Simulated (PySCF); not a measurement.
# C₄H₉NO₃Si₂: what the fields show

Input file:

```
{"job": {"kind": "nmr", "xc": "PBE0", "basis": "pcSseg-1"}, "charge": 0, "multiplicity": 1}
C     -2.609671    -0.350716     1.102131
C     -1.699104    -0.483043     0.159001
C     -1.807434    -1.042654    -1.230170
O     -0.453454    -0.878574    -1.658531
Si     0.132774    -0.261064    -0.230586
O      1.194337    -1.146311     0.570721
Si     2.588126    -0.826973     1.407866
C      1.022261     1.421546    -0.430847
N      0.550265     2.330149    -1.303311
O      2.018757     1.629242     0.240695
H     -2.366018     0.063377     2.065285
H     -3.634737    -0.656604     0.951901
H     -2.073229    -2.100351    -1.258355
H     -2.470130    -0.483569    -1.894059
H      2.817645    -2.165435     1.960306
H      2.285575     0.133193     2.456297
H      3.632351    -0.460179     0.466056
H     -0.204668     2.102666    -1.924469
H      1.066550     3.184551    -1.457392
```

Launched as:

```sh
OMP_NUM_THREADS=1 python probes_run.py task.json out
```

Geometry: GFN2-xTB.

Theory: PBE0/pcSseg-1, SCF density, gas phase, non-relativistic in PySCF 2.14.0.

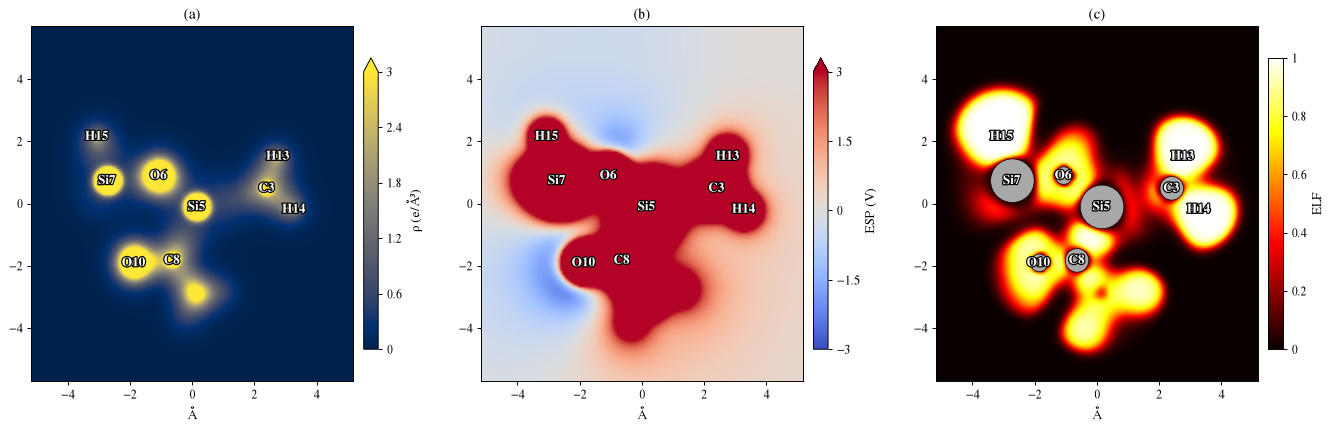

Figure 1. (a) electron density; (b) electrostatic potential; (c) ELF on the plane of atoms O6, Si7 and H15. Grey discs cover the atomic cores in the ELF map.

Question: Describe what can be read from this map.

Answer:
- Atoms in the plane: C, Si, O and H.
- C–O (1.22 Å): ρ at the midpoint is about 3.2 e/Å³; the ELF peaks at about 0.85 between the atoms; a multiple bond.
- Si–O (1.60 Å): the density is about 1.2 e/Å³ at the midpoint; the ELF peaks at about 0.85 between the atoms (a short, strongly polar bond).
- C–Si (1.91 Å): the density is about 0.95 e/Å³ at the midpoint; the ELF peaks at about 1 between the atoms (a covalent bond).
- The ELF also peaks beside O10 and O6, away from the bonds: lone-pair regions.
- Outside the dense part of the molecule the potential is most negative (−2.0 V) near O10.

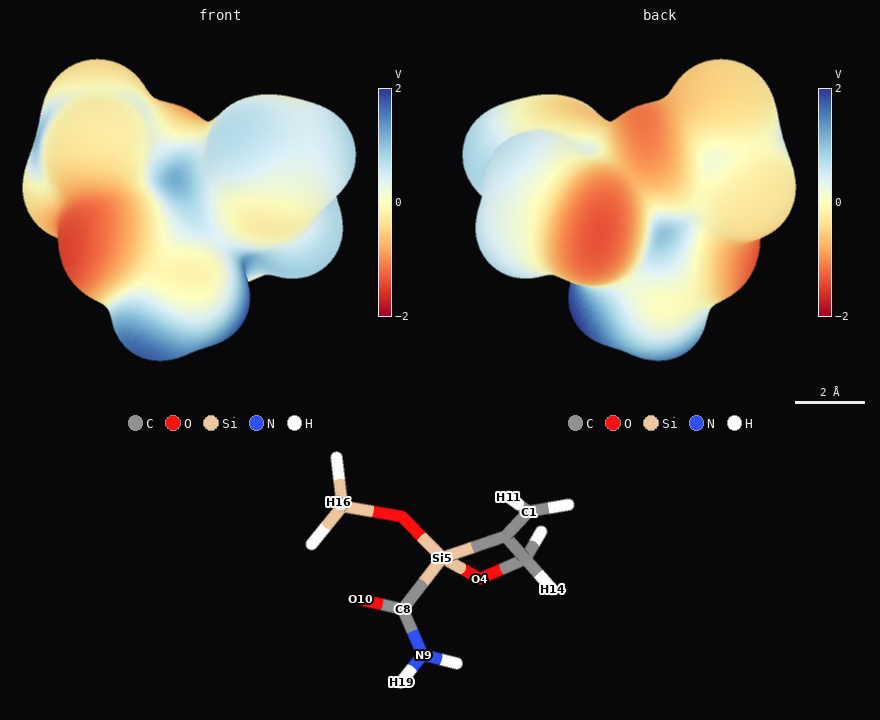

Figure 2. The molecular electrostatic potential painted on the density surface at 0.001 e/bohr³, seen from the front and from behind; red is negative and blue positive. The bare structure is drawn below in the same view.

Question: Where is the surface potential most negative and most positive?

Answer: The most negative region (about −1.4 V) lies over O10, the most positive (about +1.9 V) over H18. O10 is the likeliest acceptor of a hydrogen bond.

Question: How polar is the molecule by this calculation?

Answer: Its dipole moment is 3.78 D.
